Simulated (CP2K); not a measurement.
# GFN1-xTB run of C2H2N2Si (SMILES [H][Si]([H])(C#N)C#N)

What is the energy difference between two shapes of C2H2N2Si at GFN1-xTB? The job is set up through an ASE script.

The calculation is run with CP2K 2026.2.

1 further run of the same task is left out (set aside as unsound or not needed).

## (1) The system as given

The species is C2H2N2Si (7 atoms), meant as a singlet with charge 0. SMILES: `[H][Si]([H])(C#N)C#N`. The coordinates come from a GFN2-xTB relaxation.

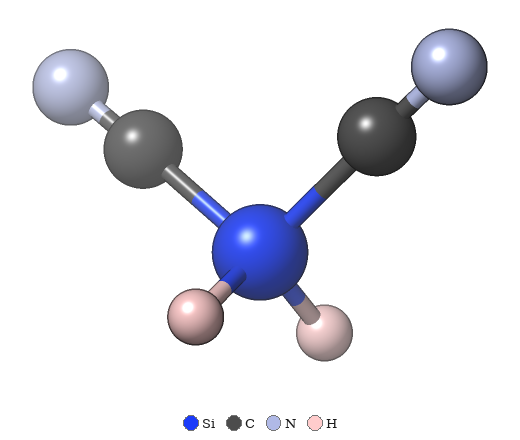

Viewed from a chosen angle; silicon blue, carbon dark grey, nitrogen light blue, hydrogen pink.

## (2) Energy and gradient at GFN1-xTB

molecule.xyz

```xyz
7

Si    -0.523020     0.011740    -0.368690
C     -0.422170    -0.008860     1.496220
N     -0.377540    -0.020110     2.639890
C      1.265660    -0.012870    -0.902500
N      2.357580    -0.024740    -1.246050
H     -1.128600     1.270950    -0.796380
H     -1.171930    -1.216100    -0.822480
```

calc.py

```python
import numpy as np
from ase.io import read
from ase.calculators.cp2k import CP2K

atoms = read("molecule.xyz")
atoms.set_cell([15.5, 14.5, 15.9])
atoms.center()
inp = """
&FORCE_EVAL
   METHOD QS
   &DFT
      CHARGE 0
      MULTIPLICITY 1
      &QS
         METHOD XTB
         EPS_DEFAULT 1.0E-10
         &XTB
            GFN_TYPE 1
            CHECK_ATOMIC_CHARGES F
         &END XTB
      &END QS
      &POISSON
         PERIODIC NONE
         POISSON_SOLVER ANALYTIC
      &END POISSON
      &SCF
         SCF_GUESS ATOMIC
         EPS_SCF 1.0E-06
         MAX_SCF 80
         ADDED_MOS 2
         &DIAGONALIZATION
            ALGORITHM STANDARD
         &END DIAGONALIZATION
         &MIXING
            METHOD DIRECT_P_MIXING
            ALPHA 0.4
         &END MIXING
         &SMEAR ON
            METHOD FERMI_DIRAC
            ELECTRONIC_TEMPERATURE [K] 300
         &END SMEAR
      &END SCF
      &PRINT
         &MOMENTS
            PERIODIC F
            REFERENCE COM
            MAX_MOMENT 1
         &END MOMENTS
         &MO ON
            ENERGIES T
            OCCUPATION_NUMBERS T
            NDIGITS 6
            &EACH
               QS_SCF 0
            &END EACH
            ADD_LAST NUMERIC
         &END MO
         &HIRSHFELD OFF
         &END HIRSHFELD
      &END PRINT
   &END DFT
   &SUBSYS
   &END SUBSYS
&END FORCE_EVAL
"""
calculator = CP2K(command="cp2k.psmp -s", label="run", inp=inp, basis_set=None, basis_set_file=None, potential_file=None, pseudo_potential=None, xc=None, cutoff=None, max_scf=None, charge=None, uks=False,
            force_eval_method=None, print_level="LOW", poisson_solver=None, stress_tensor=False)
atoms.calc = calculator
e = atoms.get_potential_energy()
f = atoms.get_forces()
print(f"energy = {e:.6f} eV")
print("forces (eV/angstrom):")
for s, v in zip(atoms.get_chemical_symbols(), f):
    print(f"{s:2s} {v[0]:10.5f} {v[1]:10.5f} {v[2]:10.5f}")
```

Command:

```sh
$ OMP_NUM_THREADS=1 python calc.py
```

The program printed:

```text
energy = -366.365490 eV
forces (eV/angstrom):
Si    0.24361   -0.00380    0.18877
C    -0.20846    0.02232   -1.96043
N     0.09371   -0.01847    1.76478
C    -1.88374    0.02553    0.45418
N     1.67559   -0.02057   -0.50124
H     0.03574   -0.25734    0.02452
H     0.04355    0.25234    0.02942
```

run.out:

```text
CP2K| version string:                                       CP2K version 2026.2
 CP2K| Input file name                                                   run.inp

 GLOBAL| Basis set file name                                           BASIS_SET
 GLOBAL| Potential file name                                           POTENTIAL
 GLOBAL| Coordinate file name                                      __STD_INPUT__
 GLOBAL| Method name                                                        CP2K
 GLOBAL| Project name                                                        run
 GLOBAL| Run type                                                   ENERGY_FORCE
 GLOBAL| FFT library                                                       FFTW3
 GLOBAL| Diagonalization library                                       ScaLAPACK
 GLOBAL| Global print level                                                  LOW
 GLOBAL| Total number of message passing processes                             1
 GLOBAL| Number of threads for this process                                    1
 GLOBAL| CPU model name                                                  UNKNOWN

 GENERATE|  Preliminary Number of Bonds generated:                             0
 GENERATE|  Achieved consistency in connectivity generation.

[... 3 lines left out ...]
 *** WARNING in qs_kind_types.F:2330 :: Information provided in the input ***
[... 5 lines left out ...]
 *** WARNING in qs_kind_types.F:2330 :: Information provided in the input ***
[... 62 lines left out ...]
  *** SCF run converged in    14 steps ***
[... 2 lines left out ...]
  Repulsive potential energy:                                   0.24406167055951
[... 1 line left out ...]
  DFTB3 3rd order energy:                                       0.00134716087428
[... 2 lines left out ...]
  Electronic entropic energy:                                  -0.00000000000000
[... 2 lines left out ...]
  Total energy:                                               -13.46368461667825
[... 2 lines left out ...]
 TB_DIPOLE| Dipole type                                             non-periodic
[... 1 line left out ...]
 TB_DIPOLE| Moment [a.u.]          -0.73388028       0.01567876      -0.51828657
[... 1 line left out ...]
 TB_DIPOLE| Derivative [a.u.]       0.00000000       0.00000000       0.00000000
[... 39 lines left out ...]
 -------------------------------------------------------------------------------
```

Wall time 0.99 s (1 thread of Arm Neoverse V1, shared host).

## (3) The distorted shape

molecule.xyz

```xyz
7

Si    -0.511235     0.015514    -0.357666
C     -0.458659    -0.018228     1.468010
N     -0.366635    -0.010740     2.624072
C      1.267997    -0.023198    -0.883090
N      2.360924    -0.031347    -1.243744
H     -1.140208     1.278395    -0.757944
H     -1.157824    -1.220078    -0.859472
```

job.py

```python
import numpy as np
from ase.io import read
from ase.calculators.cp2k import CP2K

atoms = read("molecule.xyz")
atoms.set_cell([15.5, 14.5, 15.9])
atoms.center()
cp2k_input = """
&FORCE_EVAL
    METHOD QS
    &DFT
        CHARGE 0
        MULTIPLICITY 1
        &QS
            METHOD XTB
            EPS_DEFAULT 1.0E-10
            &XTB
                GFN_TYPE 1
                CHECK_ATOMIC_CHARGES F
            &END XTB
        &END QS
        &POISSON
            PERIODIC NONE
            POISSON_SOLVER ANALYTIC
        &END POISSON
        &SCF
            SCF_GUESS ATOMIC
            EPS_SCF 1.0E-06
            MAX_SCF 80
            ADDED_MOS 2
            &DIAGONALIZATION
                ALGORITHM STANDARD
            &END DIAGONALIZATION
            &MIXING
                METHOD DIRECT_P_MIXING
                ALPHA 0.4
            &END MIXING
            &SMEAR ON
                METHOD FERMI_DIRAC
                ELECTRONIC_TEMPERATURE [K] 300
            &END SMEAR
        &END SCF
        &PRINT
            &MOMENTS
                PERIODIC F
                REFERENCE COM
                MAX_MOMENT 1
            &END MOMENTS
            &MO ON
                ENERGIES T
                OCCUPATION_NUMBERS T
                NDIGITS 6
                &EACH
                    QS_SCF 0
                &END EACH
                ADD_LAST NUMERIC
            &END MO
            &HIRSHFELD OFF
            &END HIRSHFELD
        &END PRINT
    &END DFT
    &SUBSYS
    &END SUBSYS
&END FORCE_EVAL
"""
cp2k = CP2K(command="cp2k.psmp -s", label="calc", inp=cp2k_input, basis_set=None, basis_set_file=None, potential_file=None, pseudo_potential=None, xc=None, cutoff=None, max_scf=None, charge=None, uks=False,
            force_eval_method=None, print_level="LOW", poisson_solver=None, stress_tensor=False)
atoms.calc = cp2k
e = atoms.get_potential_energy()
f = atoms.get_forces()
print(f"energy = {e:.6f} eV")
print("forces (eV/angstrom):")
for s, v in zip(atoms.get_chemical_symbols(), f):
    print(f"{s:2s} {v[0]:10.5f} {v[1]:10.5f} {v[2]:10.5f}")
```

Command:

```sh
$ OMP_NUM_THREADS=1 python job.py
```

The program printed:

```text
energy = -366.372166 eV
forces (eV/angstrom):
Si   -0.23889   -0.21685   -0.61894
C     0.02608   -0.02355    0.59872
N    -0.03623   -0.01114   -0.00822
C    -0.96819    0.08824    0.18083
N     0.93315   -0.02858   -0.27255
H     0.11987   -0.32371   -0.02551
H     0.16421    0.51559    0.14567
```

calc.out:

```text
CP2K| version string:                                       CP2K version 2026.2
 CP2K| Input file name                                                  calc.inp

 GLOBAL| Basis set file name                                           BASIS_SET
 GLOBAL| Potential file name                                           POTENTIAL
 GLOBAL| Coordinate file name                                      __STD_INPUT__
 GLOBAL| Method name                                                        CP2K
 GLOBAL| Project name                                                       calc
 GLOBAL| Run type                                                   ENERGY_FORCE
 GLOBAL| FFT library                                                       FFTW3
 GLOBAL| Diagonalization library                                       ScaLAPACK
 GLOBAL| Global print level                                                  LOW
 GLOBAL| Total number of message passing processes                             1
 GLOBAL| Number of threads for this process                                    1
 GLOBAL| CPU model name                                                  UNKNOWN

 GENERATE|  Preliminary Number of Bonds generated:                             0
 GENERATE|  Achieved consistency in connectivity generation.

[... 3 lines left out ...]
 *** WARNING in qs_kind_types.F:2330 :: Information provided in the input ***
[... 5 lines left out ...]
 *** WARNING in qs_kind_types.F:2330 :: Information provided in the input ***
[... 61 lines left out ...]
  *** SCF run converged in    15 steps ***
[... 2 lines left out ...]
  Repulsive potential energy:                                   0.23339719307295
[... 1 line left out ...]
  DFTB3 3rd order energy:                                       0.00127673801288
[... 2 lines left out ...]
  Electronic entropic energy:                                  -0.00000000000000
[... 2 lines left out ...]
  Total energy:                                               -13.46392993263726
[... 2 lines left out ...]
 TB_DIPOLE| Dipole type                                             non-periodic
[... 1 line left out ...]
 TB_DIPOLE| Moment [a.u.]          -0.71471448       0.01830792      -0.47041702
[... 1 line left out ...]
 TB_DIPOLE| Derivative [a.u.]       0.00000000       0.00000000       0.00000000
[... 39 lines left out ...]
 -------------------------------------------------------------------------------
```

It took 0.99 s on 1 thread of Arm Neoverse V1, shared host.

## (4) Summary of results

Level: GFN1-xTB.

```
                                                  quantity         value
                                 first shape: total energy  -13.46368 Eh
    first shape: dipole moment (from atomic charges alone)        2.28 D
                                  first shape: HOMO energy     -12.97 eV
                                  first shape: LUMO energy      -8.32 eV
                                first shape: HOMO–LUMO gap       4.65 eV
                            first shape: dispersion energy  -6.39 kJ/mol
                             distorted shape: total energy  -13.46393 Eh
distorted shape: dipole moment (from atomic charges alone)        2.18 D
                              distorted shape: HOMO energy     -13.05 eV
                              distorted shape: LUMO energy      -8.47 eV
                            distorted shape: HOMO–LUMO gap       4.57 eV
                        distorted shape: dispersion energy  -6.40 kJ/mol
                    energy change with the atoms displaced     -0.007 eV
```

What this shows: With the atoms displaced the energy falls by 0.01 eV (0.2 kcal/mol). The first shape isn't relaxed at this level, so the change isn't measured from a minimum. The dipole (first shape) comes from point charges on the atoms alone, without atomic dipoles, so it is partial. The dipole (distorted shape) comes from point charges on the atoms alone, without atomic dipoles, so it is partial.
